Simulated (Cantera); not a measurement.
Feed: 1 mol TiO₂, 0.69 mol Cl₂, at 75.0 Torr.

These are equilibrium values from Cantera (NASA tables, ideal gas, pure condensed phases), not measurements of a reactor. Candidate condensed phases: Ti, TiCl₂, TiCl₃, TiCl₄, TiO, TiO₂, Ti₂O₃, Ti₃O₅, Ti₄O₇; 15 gas species. Condensed phases not in the tables: TiOCl. Equilibrium is a limit: real reactors are often held back by kinetics, nucleation or transport.

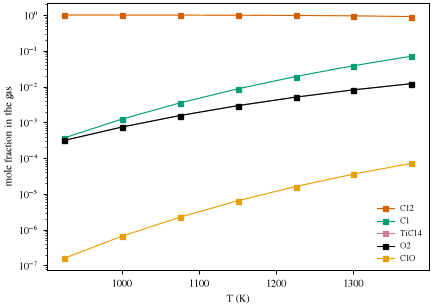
Equilibrium gas composition (values under 1e-9 drawn at 1e-9)

From 925 K to 1375 K the condensed part is TiO₂(rutile). The main Ti-bearing gas is TiCl₄ throughout.
